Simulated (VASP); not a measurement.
Band structure of BeTe (zinc blende). Computed with r2SCAN meta-GGA, VASP's PBE PAW potentials (set 64) (plane waves; VASP).

Unless said otherwise, spin-orbit coupling is left out, though it shifts the bands of the heavy elements here.

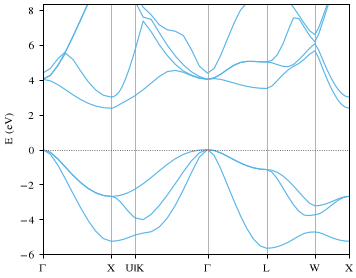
Bands along high-symmetry lines, zero at the valence-band maximum or, without a gap, the Fermi level

Q: Read the plot: is there a gap, and where are the band edges?

A: The gap is indirect, 2.38 eV, from the valence maximum at Γ to the conduction minimum at X.

Measured: gap 2.80 eV (computed value off by -0.42 eV), as given by Das et al., (2018), arXiv:1807.05623.

The compound is BeTe in the zinc blende structure. It was relaxed first.
